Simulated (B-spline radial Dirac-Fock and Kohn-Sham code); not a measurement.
Neutral manganese ([Ar] 3d5 4s2). Method: independent-particle rates on relativistic LDA orbitals of the hole state (multipoles to L = 3), energies from Dirac–Fock ΔSCF (computed with a radial B-spline solver). Widths ruled by Coster–Kronig decay come out up to twice the measured ones in this model.

A figure with this caption is to be made: «X-ray emission lines that fill an L1 (2s) hole, broadened by a Lorentzian of 10 eV full width. Lines at much lower energy are not shown. Multiplet splitting by the open shell is left out.» What will it show?

The strongest line is L1-M3 (Lβ3) at 722.1 eV with 62.6 % of the photons, then L1-M2 (Lβ4) at 720.9 eV (33 %), L1-M5 at 774.0 eV (0.060 %), L1-M4 at 773.9 eV (0.040 %). The hole has a width of 6.64 eV and a fluorescence yield of 3.57 × 10⁻⁴.

The computed plot:

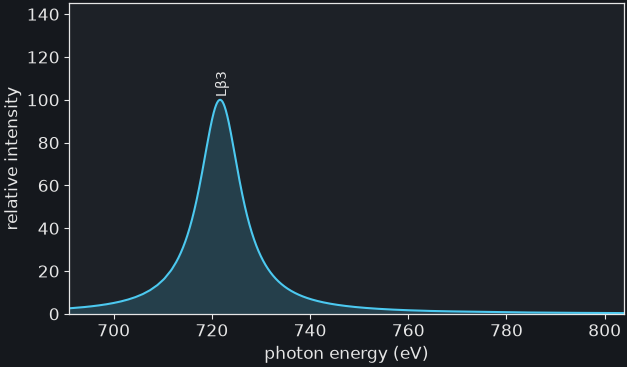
